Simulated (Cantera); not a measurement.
Feed: 1 mol Fe(CO)5, 2.3 mol CO, 16 mol H2, at 0.135 Torr.

These are equilibrium values from Cantera (NASA tables, ideal gas, pure condensed phases), not measurements of a reactor. Candidate condensed phases: C, C6H6, C7H8, C8H18, Fe, Fe(CO)5, FeO, Fe(OH)2, Fe(OH)3, Fe2O3, Fe3O4, H2O; 114 gas species. The numbers say what is thermodynamically allowed, not how fast it happens.

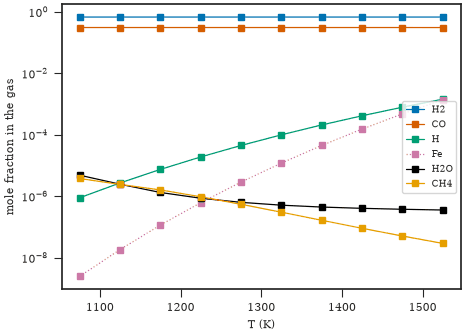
Figure: Equilibrium gas composition (values under 1e-9 drawn at 1e-9)

### Question
Read off the mole fractions at 1175 K.

### Answer
H2 about 0.69, CO about 0.31, H about 7.6e-6, CH4 about 1.6e-6, H2O about 1.3e-6, Fe about 1.2e-7.
